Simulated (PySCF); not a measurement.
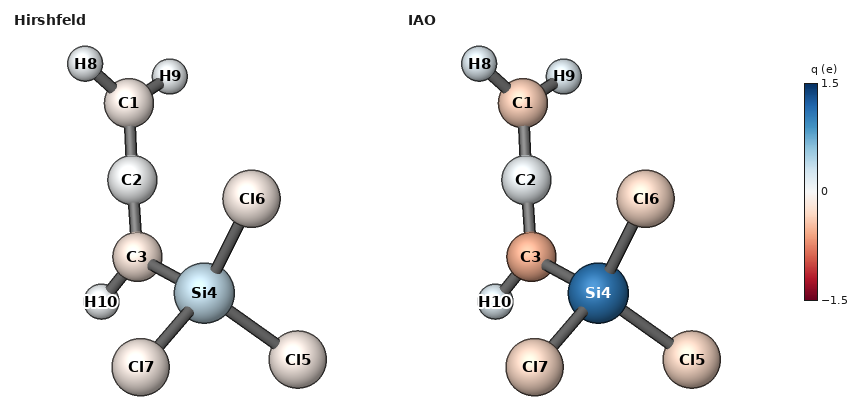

Atomic charges of one calculation by 2 schemes, on one colour scale. The computed structure is the end point of a PBE0-D3(BJ)/def2-SVP optimisation. No frequency run is at hand to confirm it as a minimum. Method: PBE0/pcSseg-1 (PySCF 2.14.0).

Which scheme gives the most polar picture (largest mean size of the charges)?

Answer. The IAO charges are the largest in size here.

On which atom do the schemes disagree most?

Answer. On Si4 (from 0.37 to 1.08 e).

List the charges (e), one line for each set of equivalent atoms.

```json
{"atom": "C1", "Hirshfeld": "−0.10", "IAO": "−0.35"}
{"atom": "C2", "Hirshfeld": "0.03", "IAO": "0.09"}
{"atom": "C3", "Hirshfeld": "−0.17", "IAO": "−0.53"}
{"atom": "Si4", "Hirshfeld": "0.37", "IAO": "1.08"}
{"atom": "Cl5", "Hirshfeld": "−0.12", "IAO": "−0.29"}
{"atom": "Cl6", "Hirshfeld": "−0.11", "IAO": "−0.28"}
{"atom": "Cl7", "Hirshfeld": "−0.11", "IAO": "−0.29"}
{"atom": "H8", "Hirshfeld": "0.07", "IAO": "0.18"}
{"atom": "H9", "Hirshfeld": "0.07", "IAO": "0.18"}
{"atom": "H10", "Hirshfeld": "0.07", "IAO": "0.19"}
```
